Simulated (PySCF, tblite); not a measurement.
# C₃H₉BS: dynamics, then NMR shifts on frames, part 2 of 2

tblite 0.8.0 and PySCF 2.14.0. Atoms count from 0. Earlier steps stand in the parts before.

## (5) NMR shieldings: 625 fs, PBE0/pcSseg-1

The job: settings as JSON, then the geometry in Å.

```
{"job": {"kind": "nmr", "xc": "PBE0", "basis": "pcSseg-1", "pop": false}, "charge": 0, "multiplicity": 1}
C      0.020400    -1.746800    -0.708300
B      0.472700    -0.412100     0.245100
C     -0.397900     0.835900     0.535800
C      1.972000    -0.598400     0.673600
S      2.413500    -0.398900     2.362600
H     -1.088400    -1.854400    -0.820100
H      0.291400    -2.781700    -0.567000
H      0.349400    -1.335000    -1.714400
H      0.007200     1.905900     0.315200
H     -1.432000     0.887400     0.056600
H     -0.585200     0.740200     1.626300
H      2.646900     0.015900     0.165500
H      2.196300    -1.679200     0.484600
H      2.984100     0.833000     2.384500
```

With the program's defaults for keys left out, this is: GIAO PBE0/pcSseg-1 NMR shielding, non-relativistic, gas phase.

The log of the run:

```text
coarse grid: 11552 points
cycle   1  E = -542.3077572086  dE =  1.762e-01  |g| = 4.252e-01  |ddm| = 3.138e+00
cycle   2  E = -542.3027273409  dE =  5.030e-03  |g| = 4.554e-01  |ddm| = 8.275e-01
cycle   3  E = -542.3585783659  dE = -5.585e-02  |g| = 3.558e-02  |ddm| = 4.352e-01
cycle   4  E = -542.3588825664  dE = -3.042e-04  |g| = 1.732e-02  |ddm| = 7.236e-02
cycle   5  E = -542.3589558029  dE = -7.324e-05  |g| = 4.203e-03  |ddm| = 2.337e-02
cycle   6  E = -542.3589597812  dE = -3.978e-06  |g| = 1.101e-03  |ddm| = 3.876e-03
final grid: 104928 points
cycle   7  E = -542.3891164682  dE = -2.490e-05  |g| = 7.529e-03  |ddm| = 2.252e-02
cycle   8  E = -542.3891106727  dE =  5.796e-06  |g| = 8.874e-03  |ddm| = 1.518e-02
cycle   9  E = -542.3891308657  dE = -2.019e-05  |g| = 4.526e-04  |ddm| = 8.664e-03
cycle  10  E = -542.3891309197  dE = -5.399e-08  |g| = 1.525e-04  |ddm| = 7.082e-04
cycle  11  E = -542.3891309254  dE = -5.713e-09  |g| = 3.770e-05  |ddm| = 1.493e-04
cycle  12  E = -542.3891309257  dE = -3.519e-10  |g| = 7.568e-06  |ddm| = 3.894e-05
converged SCF energy = -542.3891309257

GIAO shielding tensors (ppm)
atom      isotropic    diamagn.    paramagn.     s11        s22        s33       span
  0 C      158.871     253.204     -94.333    142.001    152.972    181.640     39.639
  1 B       12.198     184.898    -172.700    -44.526    -31.858    112.977    157.502
  2 C      170.237     252.576     -82.338    154.840    176.603    179.268     24.428
  3 C      171.072     251.797     -80.725    160.376    165.317    187.521     27.145
  4 S      639.178    1053.292    -414.113    498.854    589.160    829.521    330.667
  5 H       29.882      31.318      -1.436     25.918     28.728     35.000      9.081
  6 H       30.261      30.916      -0.655     26.695     29.475     34.614      7.919
  7 H       30.556      30.049       0.507     27.532     28.853     35.283      7.752
  8 H       28.675      28.673       0.002     24.453     27.547     34.026      9.573
  9 H       29.126      30.397      -1.271     25.263     27.760     34.354      9.091
 10 H       29.808      28.891       0.918     25.049     29.594     34.782      9.733
 11 H       30.283      31.772      -1.489     24.098     30.325     36.427     12.328
 12 H       28.024      29.754      -1.729     20.074     27.637     36.362     16.288
 13 H       29.481      28.366       1.115     22.762     27.186     38.496     15.733
```

It took 7.8 s on 1 thread of Intel Xeon 6975P-C, shared host; peak memory 0.72 GiB.

In short: δ C0 28.1, C2 16.7, C3 15.9, B1 87.9, H12 3.69, H8 3.04 ppm.

## (6) Nuclear shieldings: 800 fs, PBE0/pcSseg-1

The job: settings as JSON, then the geometry in Å.

```
{"job": {"kind": "nmr", "xc": "PBE0", "basis": "pcSseg-1", "pop": false}, "charge": 0, "multiplicity": 1}
C      0.145700    -1.861700    -0.582000
B      0.612600    -0.806600     0.375700
C     -0.210100     0.423000     0.629500
C      2.159400    -0.941600     1.051300
S      2.449400     0.384000     2.323300
H     -0.664200    -1.584400    -1.170900
H      0.014800    -2.797500    -0.072800
H      1.092700    -2.126100    -1.180200
H      0.012800     0.727800     1.604400
H      0.216400     1.186400    -0.110800
H     -1.246600     0.437600     0.422400
H      2.881300    -0.789600     0.260900
H      2.389300    -1.925800     1.268000
H      3.754900     0.149400     2.623200
```

Method: GIAO PBE0/pcSseg-1 NMR shielding, non-relativistic, gas phase.

The log of the run:

```text
coarse grid: 11552 points
cycle   1  E = -542.3004531128  dE =  3.392e-01  |g| = 4.901e-01  |ddm| = 3.176e+00
cycle   2  E = -542.2934529110  dE =  7.000e-03  |g| = 5.164e-01  |ddm| = 9.463e-01
cycle   3  E = -542.3653186851  dE = -7.187e-02  |g| = 3.399e-02  |ddm| = 5.305e-01
cycle   4  E = -542.3655981548  dE = -2.795e-04  |g| = 1.669e-02  |ddm| = 6.568e-02
cycle   5  E = -542.3656675583  dE = -6.940e-05  |g| = 4.664e-03  |ddm| = 2.257e-02
cycle   6  E = -542.3656725408  dE = -4.983e-06  |g| = 1.339e-03  |ddm| = 4.623e-03
final grid: 104928 points
cycle   7  E = -542.3953921475  dE = -2.789e-05  |g| = 7.517e-03  |ddm| = 2.317e-02
cycle   8  E = -542.3953881595  dE =  3.988e-06  |g| = 8.416e-03  |ddm| = 1.407e-02
cycle   9  E = -542.3954063892  dE = -1.823e-05  |g| = 5.189e-04  |ddm| = 8.109e-03
cycle  10  E = -542.3954064625  dE = -7.333e-08  |g| = 1.589e-04  |ddm| = 7.014e-04
cycle  11  E = -542.3954064686  dE = -6.143e-09  |g| = 3.472e-05  |ddm| = 1.537e-04
cycle  12  E = -542.3954064690  dE = -3.051e-10  |g| = 8.023e-06  |ddm| = 4.259e-05
converged SCF energy = -542.3954064690

GIAO shielding tensors (ppm)
atom      isotropic    diamagn.    paramagn.     s11        s22        s33       span
  0 C      172.455     252.215     -79.759    148.065    176.040    193.261     45.196
  1 B       14.640     189.332    -174.692    -65.430     -6.884    116.235    181.665
  2 C      171.176     253.308     -82.132    147.336    176.038    190.154     42.819
  3 C      160.149     256.120     -95.970    143.227    148.459    188.762     45.535
  4 S      631.297    1054.412    -423.115    517.174    537.323    839.394    322.220
  5 H       31.404      32.810      -1.407     27.346     30.453     36.411      9.065
  6 H       30.893      29.566       1.327     27.135     29.493     36.052      8.918
  7 H       29.444      28.885       0.559     25.109     29.648     33.575      8.466
  8 H       30.979      31.508      -0.528     24.777     31.996     36.165     11.388
  9 H       30.040      29.427       0.613     25.290     29.458     35.372     10.082
 10 H       31.087      32.530      -1.443     27.684     29.130     36.446      8.762
 11 H       29.929      33.238      -3.309     23.264     29.679     36.845     13.581
 12 H       30.768      32.921      -2.154     25.516     30.204     36.583     11.066
 13 H       29.511      28.278       1.233     21.714     26.930     39.890     18.176
```

Run time: 7.6 s. Hardware: 1 thread of Intel Xeon 6975P-C, shared host; peak memory 0.72 GiB.

Key values: δ C3 26.8, C2 15.7, C0 14.5, B1 85.4, H7 2.27, H13 2.21 ppm.

## (7) NMR shieldings: 1000 fs, PBE0/pcSseg-1

The job: settings as JSON, then the geometry in Å.

```
{"job": {"kind": "nmr", "xc": "PBE0", "basis": "pcSseg-1", "pop": false}, "charge": 0, "multiplicity": 1}
C      0.324100    -1.874000    -0.317900
B      0.298200    -0.863800     0.938200
C     -0.568100     0.450100     0.803800
C      1.580900    -1.111200     1.895600
S      2.907700     0.192500     1.731100
H      1.155900    -2.534300    -0.202000
H      0.587100    -1.341600    -1.221900
H     -0.690600    -2.413800    -0.406600
H     -1.156900     0.677200     1.686500
H     -0.063500     1.373800     0.718600
H     -1.119400     0.186800    -0.094900
H      2.109300    -2.074500     1.796100
H      1.187900    -0.888400     2.923500
H      3.914300    -0.654600     1.616900
```

Level: GIAO PBE0/pcSseg-1 NMR shielding, non-relativistic, gas phase.

The log of the run:

```text
coarse grid: 11552 points
cycle   1  E = -542.3027012762  dE =  1.761e-01  |g| = 4.546e-01  |ddm| = 3.122e+00
cycle   2  E = -542.2992817999  dE =  3.419e-03  |g| = 4.757e-01  |ddm| = 8.583e-01
cycle   3  E = -542.3593884350  dE = -6.011e-02  |g| = 2.926e-02  |ddm| = 4.477e-01
cycle   4  E = -542.3595721457  dE = -1.837e-04  |g| = 1.662e-02  |ddm| = 5.519e-02
cycle   5  E = -542.3596424038  dE = -7.026e-05  |g| = 4.594e-03  |ddm| = 2.269e-02
cycle   6  E = -542.3596473854  dE = -4.982e-06  |g| = 1.155e-03  |ddm| = 4.528e-03
final grid: 104928 points
cycle   7  E = -542.3896427328  dE = -2.961e-05  |g| = 7.903e-03  |ddm| = 2.258e-02
cycle   8  E = -542.3896371199  dE =  5.613e-06  |g| = 9.137e-03  |ddm| = 1.481e-02
cycle   9  E = -542.3896586176  dE = -2.150e-05  |g| = 6.267e-04  |ddm| = 8.404e-03
cycle  10  E = -542.3896587238  dE = -1.061e-07  |g| = 1.494e-04  |ddm| = 7.655e-04
cycle  11  E = -542.3896587291  dE = -5.297e-09  |g| = 3.395e-05  |ddm| = 1.334e-04
cycle  12  E = -542.3896587294  dE = -3.097e-10  |g| = 7.498e-06  |ddm| = 4.572e-05
converged SCF energy = -542.3896587294

GIAO shielding tensors (ppm)
atom      isotropic    diamagn.    paramagn.     s11        s22        s33       span
  0 C      157.673     253.280     -95.607    142.372    149.861    180.786     38.414
  1 B        3.593     188.048    -184.455    -62.066    -45.622    118.468    180.533
  2 C      178.154     253.327     -75.173    152.896    186.924    194.642     41.746
  3 C      160.077     254.113     -94.037    143.084    162.080    175.066     31.982
  4 S      628.724    1054.827    -426.103    491.014    511.462    883.696    392.682
  5 H       30.645      32.601      -1.956     26.952     31.058     33.924      6.973
  6 H       30.580      32.396      -1.816     27.928     29.107     34.706      6.778
  7 H       29.151      28.527       0.624     25.578     28.057     33.817      8.239
  8 H       31.018      29.974       1.044     26.888     28.799     37.367     10.478
  9 H       31.117      32.080      -0.963     27.249     29.754     36.349      9.100
 10 H       29.657      32.846      -3.190     24.862     30.010     34.098      9.235
 11 H       28.885      31.576      -2.690     23.706     27.364     35.586     11.880
 12 H       28.146      28.500      -0.354     23.633     27.170     33.635     10.002
 13 H       29.997      30.223      -0.226     22.201     27.746     40.043     17.842
```

It took 7.7 s on 1 thread of Intel Xeon 6975P-C, shared host; peak memory 0.72 GiB.

Key values: δ C0 29.3, C3 26.8, C2 8.8, B1 96.5, H12 3.57, H11 2.83 ppm.

## (8) Side by side: NMR shifts

Shifts (ppm) of some atoms, chosen among heavy atoms and hydrogens apart, with basis size and wall time:

```tsv
frame	C3	C0	C2	H7	H5	B1	S4	functions	time
250 fs	22.1	21.8	14.9	4.24	3.57	62.3	-165	137	11 s
425 fs	39.9	5.9	17.9	-1.19	-1.89	51.7	-169	137	7.8 s
625 fs	15.9	28.1	16.7	1.16	1.83	87.9	-135	137	7.8 s
800 fs	26.8	14.5	15.7	2.27	0.31	85.4	-128	137	7.6 s
1000 fs	26.8	29.3	8.8	2.57	1.07	96.5	-125	137	7.7 s
```

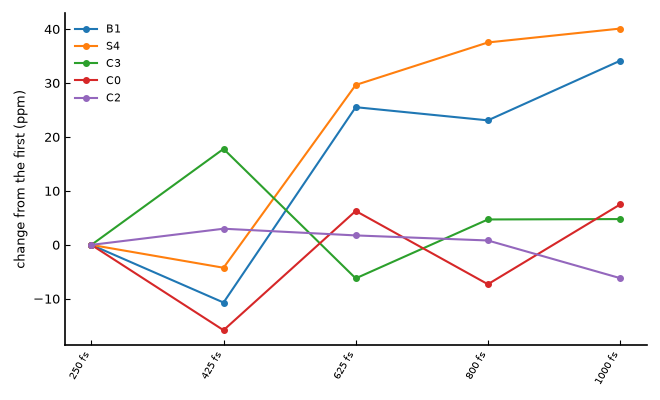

How five of the tabulated atoms move from run to run.

## (9) Summary of results

What follows sums up all 2 parts.

| quantity | value |
| --- | --- |
| thermostat | 600 K |
| mean temperature, second half | 543 K |
| mean potential energy above the minimum | 0.84 eV |
| 13C shifts against TMS (PBE0/pcSseg-1, 250 fs) | 22.1, 21.8, 14.9 ppm |
| 1H shifts against TMS (PBE0/pcSseg-1, 250 fs) | 4.24, 3.57, 3.44, 2.33, 2.23, 2.14, 0.58, 0.53, 0.09 ppm |
| 11B shifts against BF3·OEt2 (PBE0/pcSseg-1, 250 fs) | 62.3 ppm |
| 33S shifts against CS2 (PBE0/pcSseg-1, 250 fs) | -165 ppm |
| surface potential, 1st and 99th percentile | -0.96 V and 1.19 V |
| range of the shift of B1 | 51.7 to 96.5 ppm |

**Reading.** In the second half the potential energy averages 0.84 eV above the minimum; equipartition over 36 harmonic modes at 600 K would give 0.93 eV. With 14 atoms the temperature swings widely (253 to 858 K). Shifts at one fixed geometry are not the observed spectrum, which averages over the motion. In the first frame run (250 fs): The widest tensor belongs to S4: span 394 ppm, with a paramagnetic part of -386 ppm. By nearest atom (PBE0/pcSseg-1), the HOMO sits on S4 67 %; H12, H13 about 7 % each and the LUMO on B1 46 %; S4 11 %. In ppm, B1 moves most: its shift spreads over 44.8 ppm, from 51.7 (425 fs) to 96.5 (1000 fs).
